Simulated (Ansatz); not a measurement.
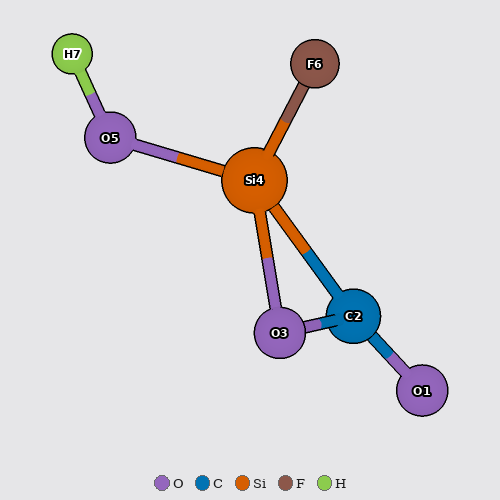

The system is CHFO₃Si (SMILES O=C1O[Si]1(O)F) with the probe F-; the picture shows it without the atoms that are moved over the map. 
- The probe is moved over a plane parallel to the molecule's main plane, 3.78 Å above it.
- First axis: x of the probe's F atom. Second axis: y of the probe's F atom.
- Nothing is relaxed (molecule and probe rigid).
- The grid has 17 × 13 points.
- Points are written as (first, second).
- All energies are given in eV relative to molecule and probe far apart, each relaxed in its own basis (no counterpoise correction).
- The calculation used Ansatz 0.2.0, RHF/def2-SVPD.

Range: x of the probe's F atom from −3.84 to 3.84 Å; y of the probe's F atom from −2.88 to 2.88 Å.

Q: What landscape does the calculation give?

A: The lowest grid point is at (−2.88 Å, −0.48 Å), −0.36 eV from molecule and probe far apart, each relaxed in its own basis (no counterpoise correction). No other kind of well shows on this grid. The highest grid point, (1.92 Å, 0.00 Å) [nearest 1 O at 3.04 Å], lies 0.71 eV above the lowest. Near the minimum the curvatures are about 0.049 and 0.086 eV/Å² along the soft and the stiff direction.

| y of the probe's F atom ↓, x of the probe's F atom → | −3.84 | −2.88 | −1.92 | −0.96 | 0.00 | 0.96 | 1.92 | 2.88 | 3.84 |
| --- | --- | --- | --- | --- | --- | --- | --- | --- | --- |
| 2.88 | −0.15 | −0.14 | −0.11 | −0.05 | 0.03 | 0.11 | 0.17 | 0.21 | 0.22 |
| 2.40 | −0.19 | −0.18 | −0.15 | −0.08 | 0.03 | 0.13 | 0.20 | 0.24 | 0.24 |
| 1.92 | −0.22 | −0.22 | −0.19 | −0.11 | 0.03 | 0.16 | 0.24 | 0.26 | 0.27 |
| 1.44 | −0.26 | −0.27 | −0.24 | −0.13 | 0.04 | 0.20 | 0.27 | 0.29 | 0.29 |
| 0.96 | −0.29 | −0.31 | −0.28 | −0.16 | 0.06 | 0.25 | 0.31 | 0.32 | 0.31 |
| 0.48 | −0.32 | −0.34 | −0.31 | −0.17 | 0.09 | 0.29 | 0.34 | 0.34 | 0.32 |
| 0.00 | −0.33 | −0.36 | −0.33 | −0.18 | 0.10 | 0.31 | 0.35 | 0.34 | 0.32 |
| −0.48 | −0.34 | −0.36 | −0.32 | −0.17 | 0.09 | 0.30 | 0.34 | 0.34 | 0.32 |
| −0.96 | −0.33 | −0.34 | −0.30 | −0.16 | 0.07 | 0.25 | 0.31 | 0.32 | 0.31 |
| −1.44 | −0.32 | −0.31 | −0.26 | −0.14 | 0.05 | 0.21 | 0.27 | 0.29 | 0.29 |
| −1.92 | −0.30 | −0.28 | −0.22 | −0.11 | 0.03 | 0.17 | 0.24 | 0.27 | 0.27 |
| −2.40 | −0.27 | −0.25 | −0.19 | −0.09 | 0.03 | 0.13 | 0.20 | 0.23 | 0.24 |
| −2.88 | −0.24 | −0.21 | −0.16 | −0.07 | 0.02 | 0.11 | 0.17 | 0.21 | 0.22 |

The table holds every second grid line.

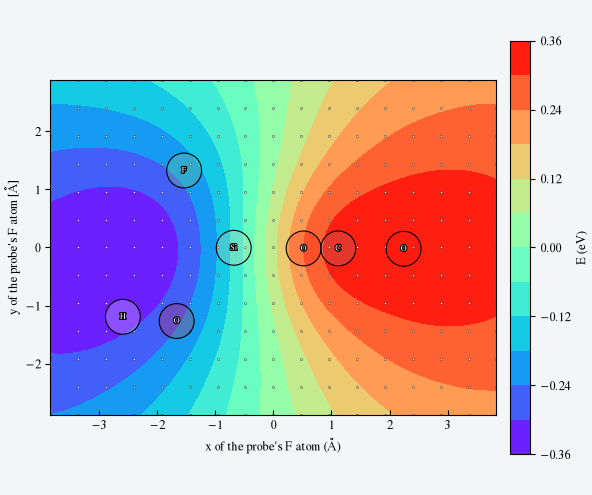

Drawn: filled contours, dots at the grid points, labelled circles for the molecule's atoms, projected on the plane. Between grid points the surface is interpolated.

The whole map (221 points run) took 54 min on 1 thread of Arm Neoverse N1, on a shared host.
